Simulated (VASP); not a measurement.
Band structure of La (dhcp). All values below come from optB86b-vdW, VASP's PBE PAW potentials (set 64) (plane waves; VASP).

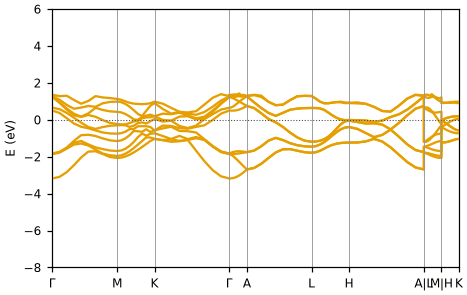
Bands along high-symmetry lines, zero at the valence-band maximum or, without a gap, the Fermi level

Question: Read the plot: is there a gap, and where are the band edges?

Answer: It has no gap at this level: it comes out as a metal or semimetal. (Edges off the drawn lines would not show.)

The compound is La in the dhcp structure. It was relaxed first, which changed the volume by -6 %.
